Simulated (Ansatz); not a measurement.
Base system: SrO in the rock salt structure (space group Fm-3m, No. 225; a = 5.1224 Å).

Modification: an isotropic linear strain of +3.00 %; the atoms relax in the strained cell.

The values are results of PBEsol/PAW in Ansatz (a first-principles code), no spin-orbit coupling, not measurements.

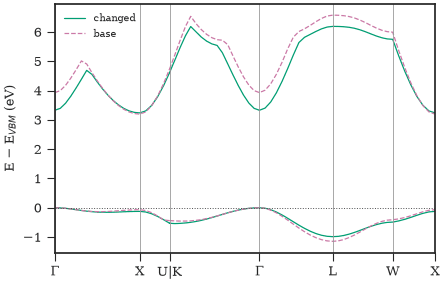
Highest valence and lowest conduction band along the path, each from its own valence-band maximum

Problem. From the figure, how large is the changed gap, and is it direct?

Solution. About 3.2 eV, indirect, Γ → X.

Stability against distortions was not tested.
